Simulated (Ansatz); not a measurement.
Run report: BH3ClOF, geometry relaxation

System: BH3ClOF.
Method: RKS PBE0-D4/6-31G* (Ansatz 0.2.0).

The input holds or restrains some coordinates. It belongs to a series of runs on one base structure; here: pulled along the bonds that form and break, towards end B.

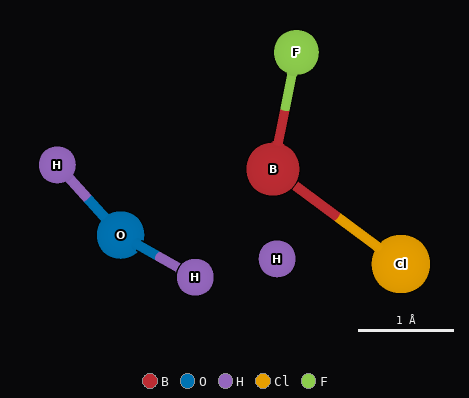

Fig. 1: The input geometry (ball-and-stick view, seen at a tilt). Bond lengths as drawn: B–Cl 1.86 Å, B–F 1.32 Å and H–O 1.01 to 1.23 Å.

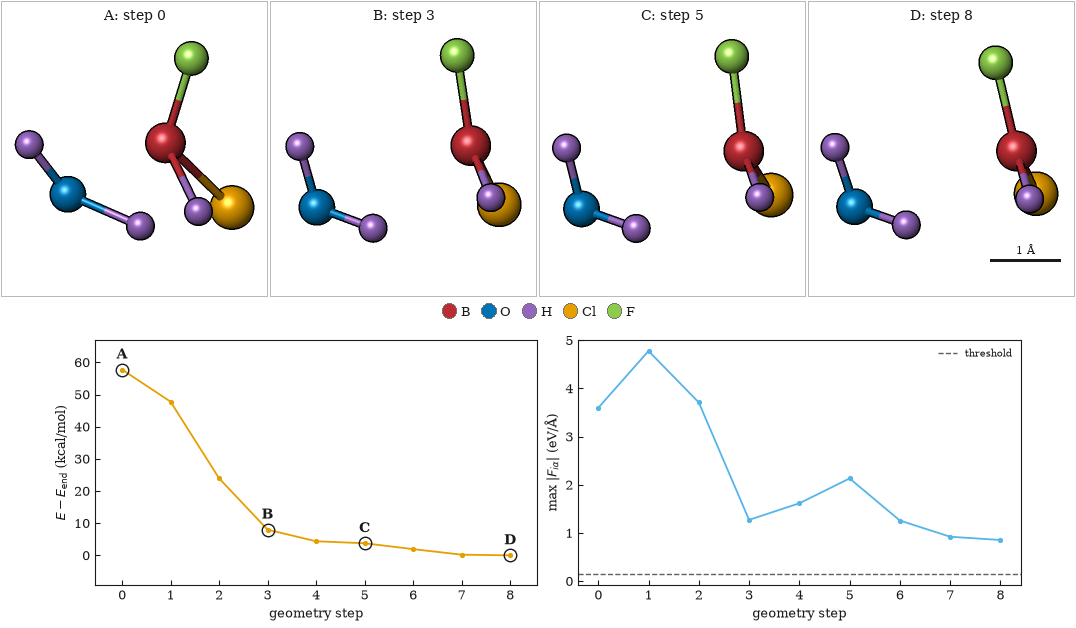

Fig. 2: Frames of the restrained relaxation (ball-and-stick view, seen at a tilt) above the curves, on which the letters mark them (the first geometry is step 0 here and step 1 in the log).

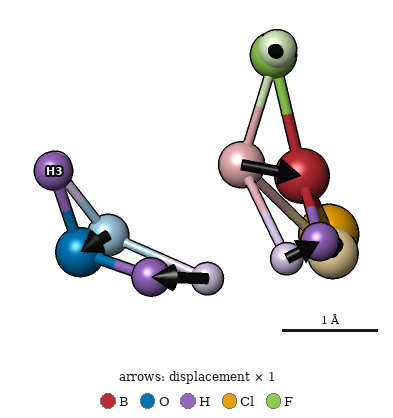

Fig. 3: Start (faint) and end (solid) with the displacements as black arrows, at true length (ball-and-stick view, seen at a tilt). The two geometries are laid on each other by the best rigid fit. Over 8 geometry steps the energy falls by 57.8 kcal/mol. Largest force component: 3.6 eV/Å at the start, 0.85 eV/Å at the end. The atom that moves furthest after the best rigid fit is B1 (0.65 Å). By element the largest moves are B 0.65 Å, H 0.64 Å, O 0.36 Å, Cl 0.34 Å, F 0.15 Å. Among the contacts that change: B1–H6 1.490 → 1.193 Å, O2–H7 1.233 → 0.985 Å, B1–Cl4 1.860 → 1.746 Å, O2–H3 1.010 → 0.968 Å. Among the angles that change: Cl4–B1–H6 88.4° → 120.5°, H3–O2–H7 124.2° → 103.7°, F5–B1–H6 110.0° → 119.4°. (Atoms are counted from 1 in the order of the input.)

These pictures come from the run below.

## Input
```yaml
crystal:
  periodic: [false, false, false]
  atoms:
    - { symbol: B, position_ang: [0.0, 0.0, 0.0] }
    - { symbol: O, position_ang: [0.0, 0.0, 1.76] }
    - { symbol: H, position_ang: [-0.9095, -0.2814, 2.0971] }
    - { symbol: Cl, position_ang: [1.6108, 0.0, -0.93] }
    - { symbol: F, position_ang: [-1.1431, 0.0, -0.66] }
    - { symbol: H, position_ang: [0.3178, 1.3778, 0.4698] }
    - { symbol: H, position_ang: [0.2587, 1.1216, 1.3187] }
basis:
  gaussian: { orbitals: "6-31G*" }
hamiltonian:
  xc: pbe0
  dispersion: d4
relax:
  f_tol: 0.15
  max_steps: 25
  restrain:
    - { distance: [0, 5], at: 1.19, k: 30.0 }
    - { distance: [6, 1], at: 1.01, k: 30.0 }
    - { distance: [0, 1], at: 2.61, k: 30.0 }
    - { distance: [6, 5], at: 1.86, k: 30.0 }
```

Launch command:
```bash
ansatz run input.yaml --threads 1 --pin off --max-ram 2048MiB --backend cpu --events-out ev --progress --plain --runs-dir out
```

## Output
```
The last accepted step is kept in [file] (removed where the run ends without a failure and the disk answers)
Engine: ansatz 0.2.0, aarch64-unknown-linux-gnu
Functional definition: PBE0
  parameter a = 0.25
  parameter kappa = 0.804
  parameter beta = 0.06672455060314922
  exchange = (1 - a)*pbe_x(kappa = kappa, mu = beta*pi^2/3) + a*exact_x
  correlation = pbe_c(beta = beta)
728 factors; integrals over basis functions are off by at most 6.0e-4 eV
mean field evaluation 1: about -17997.3895 eV, gradient 4.5e1 eV
mean field evaluation 2: about -17990.9232 eV, gradient 7.5e1 eV
mean field evaluation 4: about -18000.8440 eV, gradient 2.8e0 eV
mean field evaluation 8: about -18000.8701 eV, gradient 1.9e-2 eV
mean field -18000.87008222 eV, -661.5197740936 hartree, gradient 2.6e-5 eV, S^2 0.000000; 0 other end points of the search recorded, 0 dependent functions left out
the calculation of the forces begins
reference -18000.87009875 eV, -661.5197747012 hartree; 21, 21 occupied and 49, 49 virtual orbitals, 728 factors
relax step   1: F+E_penalty+E_count = -18000.95913668 eV  Δ(F+E_penalty+E_count) = +0.000e0 eV  max|allowed force component| = 3.598e0 eV/Å  E_restraint = 27.08331678 eV  max|allowed force component, restraints' pulls added| = 3.217e1 eV/Å  Δτ_max = 0.0000 Å  (26 SCF iters, accepted)
  distance B 0 - H 5 = 1.4900 Å
  distance H 6 - O 1 = 1.2327 Å
  distance B 0 - O 1 = 1.7600 Å
  distance H 6 - H 5 = 0.8887 Å
these checks for a lower state are left out or cut short: starts, cluster_reference, orbital_swaps, neighbouring_geometries, increment
728 factors; integrals over basis functions are off by at most 5.1e-4 eV
mean field evaluation 16: about -17999.9446 eV, gradient 1.5e1 eV
mean field -18001.30330584 eV, -661.5356947681 hartree, gradient 1.4e-5 eV, S^2 0.000000; 0 other end points of the search recorded, 0 dependent functions left out
the calculation of the forces begins
reference -18001.30332204 eV, -661.5356953632 hartree; 21, 21 occupied and 49, 49 virtual orbitals, 728 factors
relax step   2: F+E_penalty+E_count = -18001.39219861 eV  Δ(F+E_penalty+E_count) = -4.331e-1 eV  max|allowed force component| = 4.777e0 eV/Å  E_restraint = 11.69431751 eV  max|allowed force component, restraints' pulls added| = 1.982e1 eV/Å  Δτ_max = 0.1956 Å  (34 SCF iters, accepted)
  distance B 0 - H 5 = 1.3742 Å
  distance H 6 - O 1 = 1.1561 Å
  distance B 0 - O 1 = 2.0082 Å
  distance H 6 - H 5 = 1.2582 Å
these checks for a lower state are left out or cut short: starts, cluster_reference, orbital_swaps, neighbouring_geometries, increment
728 factors; integrals over basis functions are off by at most 4.0e-4 eV
mean field -18002.34026178 eV, -661.5738021958 hartree, gradient 1.4e-5 eV, S^2 0.000000; 0 other end points of the search recorded, 0 dependent functions left out
the calculation of the forces begins
reference -18002.34027800 eV, -661.5738027920 hartree; 21, 21 occupied and 49, 49 virtual orbitals, 728 factors
relax step   3: F+E_penalty+E_count = -18002.42518047 eV  Δ(F+E_penalty+E_count) = -1.033e0 eV  max|allowed force component| = 3.709e0 eV/Å  E_restraint = 2.98336493 eV  max|allowed force component, restraints' pulls added| = 9.700e0 eV/Å  Δτ_max = 0.1948 Å  (33 SCF iters, accepted)
  distance B 0 - H 5 = 1.2405 Å
  distance H 6 - O 1 = 1.0293 Å
  distance B 0 - O 1 = 2.2733 Å
  distance H 6 - H 5 = 1.5726 Å
these checks for a lower state are left out or cut short: starts, cluster_reference, orbital_swaps, neighbouring_geometries, increment
728 factors; integrals over basis functions are off by at most 3.4e-4 eV
mean field evaluation 32: about -18002.3553 eV, gradient 1.2e1 eV
mean field -18003.03491199 eV, -661.5993301203 hartree, gradient 1.5e-5 eV, S^2 0.000000; 0 other end points of the search recorded, 0 dependent functions left out
the calculation of the forces begins
reference -18003.03492845 eV, -661.5993307252 hartree; 21, 21 occupied and 49, 49 virtual orbitals, 728 factors
relax step   4: F+E_penalty+E_count = -18003.11737007 eV  Δ(F+E_penalty+E_count) = -6.922e-1 eV  max|allowed force component| = 1.272e0 eV/Å  E_restraint = 0.17230775 eV  max|allowed force component, restraints' pulls added| = 2.553e0 eV/Å  Δτ_max = 0.1970 Å  (34 SCF iters, accepted)
  distance B 0 - H 5 = 1.1769 Å
  distance H 6 - O 1 = 0.9641 Å
  distance B 0 - O 1 = 2.5344 Å
  distance H 6 - H 5 = 1.8009 Å
these checks for a lower state are left out or cut short: starts, cluster_reference, orbital_swaps, neighbouring_geometries, increment
728 factors; integrals over basis functions are off by at most 3.7e-4 eV
mean field -18003.19015973 eV, -661.6050353697 hartree, gradient 1.4e-5 eV, S^2 0.000000; 0 other end points of the search recorded, 0 dependent functions left out
the calculation of the forces begins
reference -18003.19017678 eV, -661.6050359960 hartree; 21, 21 occupied and 49, 49 virtual orbitals, 728 factors
relax step   5: F+E_penalty+E_count = -18003.27386519 eV  Δ(F+E_penalty+E_count) = -1.565e-1 eV  max|allowed force component| = 1.616e0 eV/Å  E_restraint = 0.01836399 eV  max|allowed force component, restraints' pulls added| = 1.962e0 eV/Å  Δτ_max = 0.1945 Å  (33 SCF iters, accepted)
  distance B 0 - H 5 = 1.2199 Å
  distance H 6 - O 1 = 0.9965 Å
  distance B 0 - O 1 = 2.6065 Å
  distance H 6 - H 5 = 1.8716 Å
these checks for a lower state are left out or cut short: starts, cluster_reference, orbital_swaps, neighbouring_geometries, increment
728 factors; integrals over basis functions are off by at most 3.7e-4 eV
mean field -18003.22044405 eV, -661.6061482977 hartree, gradient 1.6e-5 eV, S^2 0.000000; 0 other end points of the search recorded, 0 dependent functions left out
the calculation of the forces begins
reference -18003.22046078 eV, -661.6061489126 hartree; 21, 21 occupied and 49, 49 virtual orbitals, 728 factors
relax step   6: F+E_penalty+E_count = -18003.30064814 eV  Δ(F+E_penalty+E_count) = -2.678e-2 eV  max|allowed force component| = 2.132e0 eV/Å  E_restraint = 0.01197950 eV  max|allowed force component, restraints' pulls added| = 2.132e0 eV/Å  Δτ_max = 0.1949 Å  (33 SCF iters, accepted)
  distance B 0 - H 5 = 1.2018 Å
  distance H 6 - O 1 = 0.9914 Å
  distance B 0 - O 1 = 2.6171 Å
  distance H 6 - H 5 = 1.8762 Å
these checks for a lower state are left out or cut short: starts, cluster_reference, orbital_swaps, neighbouring_geometries, increment
728 factors; integrals over basis functions are off by at most 3.5e-4 eV
mean field -18003.29893233 eV, -661.6090326888 hartree, gradient 8.9e-6 eV, S^2 0.000000; 0 other end points of the search recorded, 0 dependent functions left out
the calculation of the forces begins
reference -18003.29894920 eV, -661.6090333087 hartree; 21, 21 occupied and 49, 49 virtual orbitals, 728 factors
relax step   7: F+E_penalty+E_count = -18003.37983808 eV  Δ(F+E_penalty+E_count) = -7.919e-2 eV  max|allowed force component| = 1.258e0 eV/Å  E_restraint = 0.01634985 eV  max|allowed force component, restraints' pulls added| = 1.050e0 eV/Å  Δτ_max = 0.2000 Å  (28 SCF iters, accepted)
  distance B 0 - H 5 = 1.2004 Å
  distance H 6 - O 1 = 0.9911 Å
  distance B 0 - O 1 = 2.6003 Å
  distance H 6 - H 5 = 1.8830 Å
these checks for a lower state are left out or cut short: starts, cluster_reference, orbital_swaps, neighbouring_geometries, increment
728 factors; integrals over basis functions are off by at most 3.6e-4 eV
mean field evaluation 64: about -18003.3558 eV, gradient 4.1e-1 eV
mean field -18003.37307307 eV, -661.6117573108 hartree, gradient 1.1e-5 eV, S^2 0.000000; 0 other end points of the search recorded, 0 dependent functions left out
the calculation of the forces begins
reference -18003.37308996 eV, -661.6117579315 hartree; 21, 21 occupied and 49, 49 virtual orbitals, 728 factors
relax step   8: F+E_penalty+E_count = -18003.45450681 eV  Δ(F+E_penalty+E_count) = -7.467e-2 eV  max|allowed force component| = 9.221e-1 eV/Å  E_restraint = 0.01269982 eV  max|allowed force component, restraints' pulls added| = 2.171e-1 eV/Å  Δτ_max = 0.1997 Å  (28 SCF iters, accepted)
  distance B 0 - H 5 = 1.1922 Å
  distance H 6 - O 1 = 0.9856 Å
  distance B 0 - O 1 = 2.6037 Å
  distance H 6 - H 5 = 1.8743 Å
these checks for a lower state are left out or cut short: starts, cluster_reference, orbital_swaps, neighbouring_geometries, increment
728 factors; integrals over basis functions are off by at most 3.6e-4 eV
mean field -18003.38204549 eV, -661.6120870411 hartree, gradient 1.4e-5 eV, S^2 0.000000; 0 other end points of the search recorded, 0 dependent functions left out
the calculation of the forces begins
reference -18003.38206226 eV, -661.6120876574 hartree; 21, 21 occupied and 49, 49 virtual orbitals, 728 factors
relax step   9: F+E_penalty+E_count = -18003.46376773 eV  Δ(F+E_penalty+E_count) = -9.261e-3 eV  max|allowed force component| = 8.549e-1 eV/Å  E_restraint = 0.01339507 eV  max|allowed force component, restraints' pulls added| = 6.629e-2 eV/Å  Δτ_max = 0.0685 Å  (28 SCF iters, accepted)
  distance B 0 - H 5 = 1.1928 Å
  distance H 6 - O 1 = 0.9846 Å
  distance B 0 - O 1 = 2.5994 Å
  distance H 6 - H 5 = 1.8713 Å
728 factors; integrals over basis functions are off by at most 3.6e-4 eV
mean field -18003.38204549 eV, -661.6120870411 hartree, gradient 1.4e-5 eV, S^2 0.000000; 1 other end points of the search recorded, 0 dependent functions left out
the calculation of the forces begins
reference -18003.38206226 eV, -661.6120876574 hartree; 21, 21 occupied and 49, 49 virtual orbitals, 728 factors
Total energy: -18003.46378449 eV, -661.6150908941 hartree
Atom 0 at     0.151518     0.450052    -0.437829 Å, force    -0.015416    -0.085548     0.260156 eV/Å
Atom 1 at     0.054295    -0.019514     2.116915 Å, force    -0.013217     0.792724    -0.429014 eV/Å
Atom 2 at    -0.880241    -0.269170     2.137856 Å, force     0.016842    -0.000448     0.007015 eV/Å
Atom 3 at     1.590598    -0.286557    -1.097836 Å, force    -0.018634     0.005792     0.003564 eV/Å
Atom 4 at    -1.026029    -0.101958    -0.654396 Å, force    -0.005669    -0.017678    -0.036323 eV/Å
Atom 5 at     0.209588     1.508645     0.108870 Å, force     0.057607     0.160016    -0.314772 eV/Å
Atom 6 at     0.034971     0.936502     1.882020 Å, force    -0.021512    -0.854858     0.509374 eV/Å
Dipole moment:    -0.381730     0.319140     0.142686 e Å
```

## Trajectory as extended XYZ (Å, eV, eV/Å), 9 frames, from step=1 to step=9
```
7
Properties=species:S:1:pos:R:3:forces:R:3 step=1 energy=-18000.95914
B     0.0000    0.0000    0.0000    1.9918   3.5977   1.6885
O     0.0000    0.0000    1.7600   -1.7173  -3.5237  -0.8103
H    -0.9095   -0.2814    2.0971    1.4433   0.5802  -0.3881
Cl    1.6108    0.0000   -0.9300   -1.2264  -1.3442   0.6622
F    -1.1431    0.0000   -0.6600    0.2328  -0.8582   0.6910
H     0.3178    1.3778    0.4698   -0.0328   1.4321  -1.4999
H     0.2587    1.1216    1.3187   -0.6913   0.1162  -0.3434
7
Properties=species:S:1:pos:R:3:forces:R:3 step=2 energy=-18001.39220
B     0.0273    0.0999   -0.1017    2.0770   4.7774   0.8912
O     0.0060   -0.0063    1.9036    0.8417   0.4428  -1.9344
H    -0.9144   -0.2838    2.1055    0.3428   1.0414  -0.0299
Cl    1.6176   -0.0174   -0.9410   -0.3441  -1.7356  -0.0256
F    -1.1505   -0.0103   -0.6674   -0.2455  -1.2420   0.3141
H     0.3154    1.3898    0.2746   -0.9695  -0.6164  -0.1122
H     0.2333    1.0460    1.4821   -1.7023  -2.6676   0.8969
7
Properties=species:S:1:pos:R:3:forces:R:3 step=3 energy=-18002.42518
B     0.0588    0.2202   -0.2384    0.8025   3.7090   0.1564
O     0.0273    0.0099    2.0250    0.6158   0.4995  -1.0680
H    -0.9130   -0.2633    2.1067    0.5566   1.1183  -0.1687
Cl    1.6296   -0.0473   -0.9545    0.3322  -1.8312  -0.5824
F    -1.1600   -0.0328   -0.6706    0.2166  -1.1888   0.1690
H     0.2973    1.3778    0.1383   -1.1286  -0.2726   0.2873
H     0.1948    0.9534    1.6491   -1.3951  -2.0343   1.2064
7
Properties=species:S:1:pos:R:3:forces:R:3 step=4 energy=-18003.11737
B     0.0817    0.3509   -0.3840   -0.3462   0.9499  -0.0876
O     0.0415   -0.0042    2.1251   -0.0036  -0.7973  -0.1724
H    -0.9056   -0.2364    2.1021    0.4231   0.5780  -0.0535
Cl    1.6466   -0.1224   -0.9797   -0.0770  -1.1669  -0.4550
F    -1.1526   -0.0827   -0.6663    1.2722  -0.3190   0.1306
H     0.2600    1.4219    0.0701   -0.7561   0.6261   0.3587
H     0.1630    0.8909    1.7882   -0.5124   0.1291   0.2792
7
Properties=species:S:1:pos:R:3:forces:R:3 step=5 energy=-18003.27386
B     0.1015    0.4952   -0.5129    0.1086  -0.7765   1.6165
O     0.0510   -0.0812    2.0286   -0.4203   1.2029  -0.1892
H    -0.9139   -0.2184    2.1377    0.6654   0.1454  -0.1198
Cl    1.6425   -0.2679   -0.9658   -0.8338   0.2922  -0.2570
F    -1.0669   -0.1543   -0.5760    0.9397   0.6340  -0.6013
H     0.1841    1.5493    0.0956   -0.2540  -0.1191  -1.0086
H     0.1364    0.8952    1.8485   -0.2056  -1.3788   0.5594
7
Properties=species:S:1:pos:R:3:forces:R:3 step=6 energy=-18003.30065
B     0.1516    0.4128   -0.3952   -1.4912  -0.6327  -1.3022
O     0.0608   -0.0267    2.1831   -0.9563   0.9076  -0.8046
H    -0.9083   -0.2142    2.1574    0.8960   0.0804   0.0916
Cl    1.6203   -0.2511   -1.1280   -0.5764   0.1210   0.4950
F    -1.0661   -0.1256   -0.7688    2.1323   0.8068   0.9743
H     0.1806    1.5017    0.1125   -0.0219  -0.2456  -0.1128
H     0.0959    0.9211    1.8946    0.0175  -1.0374   0.6586
7
Properties=species:S:1:pos:R:3:forces:R:3 step=7 energy=-18003.37984
B     0.1079    0.3980   -0.4567    1.0294   0.5922   0.4741
O     0.0812    0.0316    2.1175   -0.0138   0.9015  -0.1097
H    -0.8508   -0.2169    2.0478   -0.0337   0.0554   0.1112
Cl    1.5771   -0.2780   -1.1300    0.0687  -0.0250   0.0256
F    -1.0279   -0.1240   -0.8106   -0.8750  -0.3067  -0.0429
H     0.1746    1.3861    0.2216   -0.1233   0.0410  -0.6942
H     0.0725    1.0213    2.0661   -0.0523  -1.2583   0.2359
7
Properties=species:S:1:pos:R:3:forces:R:3 step=8 energy=-18003.45451
B     0.1522    0.4462   -0.4458    0.1452  -0.2208   0.3708
O     0.0251   -0.0328    2.1103    0.1398   0.8502  -0.3398
H    -0.9233   -0.2189    2.1202   -0.0218  -0.0032  -0.0091
Cl    1.5995   -0.2492   -1.1446   -0.1211   0.0355   0.0020
F    -1.0110   -0.1490   -0.6132   -0.0171   0.0561  -0.1262
H     0.2184    1.4918    0.1232   -0.0251   0.2044  -0.3792
H     0.0738    0.9300    1.9055   -0.0999  -0.9221   0.4815
7
Properties=species:S:1:pos:R:3:forces:R:3 step=9 energy=-18003.46377
B     0.1515    0.4501   -0.4378   -0.0154  -0.0855   0.2602
O     0.0543   -0.0195    2.1169   -0.0132   0.7927  -0.4290
H    -0.8802   -0.2692    2.1379    0.0168  -0.0004   0.0070
Cl    1.5906   -0.2866   -1.0978   -0.0186   0.0058   0.0036
F    -1.0260   -0.1020   -0.6544   -0.0057  -0.0177  -0.0363
H     0.2096    1.5086    0.1089    0.0576   0.1600  -0.3148
H     0.0350    0.9365    1.8820   -0.0215  -0.8549   0.5094
```

## Results in brief

- outcome: converged under the restraints of the input
- total energy: −18003.4638 eV
- mean-field energy: −18003.3821 eV
- largest force (length of the vector) at the end, held atoms and coordinates included: 0.995 eV/Å
- hardware: 1 thread of Arm Neoverse V1, 24 GiB of memory available, shared host
- wall time: 28 s
- peak memory: 0.16 GiB
